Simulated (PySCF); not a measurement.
CH7GaO, singlet at its PBE0/def2-SVP optimised geometry (Å):

```
10

Ga    -0.4214    -0.0549     0.0000
H     -1.1640    -1.3416    -0.5290
H     -1.1612     1.3416     0.0000
H      1.1640    -0.0549     0.0000
C      0.0181    -1.4659     2.7272
O     -0.6886    -0.4078     2.0990
H      1.1041    -1.2802     2.7380
H     -0.1797    -2.3722     2.1408
H     -0.3498    -1.6191     3.7532
H     -0.5858     0.4127     2.5960
```

Level of theory: PBE0/def2-TZVP in PySCF 2.14.0. Cells within 0.4 Å of a nucleus heavier than hydrogen are left out (blank, or x).

Map of the deformation density (molecule minus spherical neutral atoms) (e/bohr³) on the plane z = 0.0 Å:

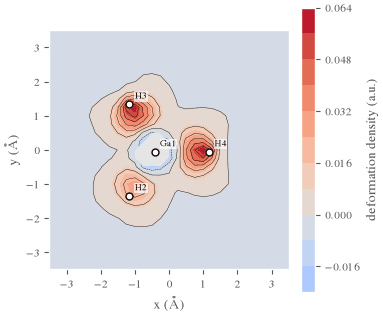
Deformation density (molecule minus spherical neutral atoms) (e/bohr³) on the plane z = 0.0 Å.
